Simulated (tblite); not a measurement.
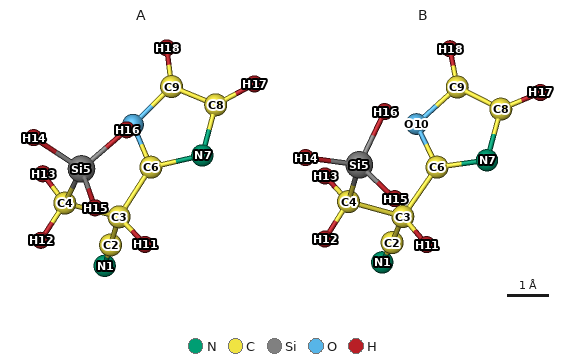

Two geometries of C6H8N2OSi, drawn at one scale. One is the start of a relaxation, the other its converged end. A ball-and-stick model, seen from a free direction.

Theory: GFN2-xTB geometry optimisation, gas phase (tblite 0.8.0). 

> Which of the two is the end point?

Structure B is the relaxed one. The atom that moves furthest after the best rigid fit is H16 (0.74 Å). By element the largest moves are H 0.74 Å, Si 0.15 Å, N 0.15 Å, C 0.14 Å, O 0.05 Å. Some distances before and after: C6–N7 1.364 → 1.295 Å, C2–C3 1.494 → 1.448 Å, C4–Si5 1.869 → 1.908 Å, C3–C6 1.463 → 1.490 Å. Among the angles between lasting bonds that change: H12–C4–H13 113.1° → 106.7°, C8–C9–H18 128.2° → 134.0°, C3–C4–Si5 106.3° → 112.1°. Groups turn about C4–Si5 by about 25°. After 132 geometry steps the energy has fallen by 43.6 kJ/mol.
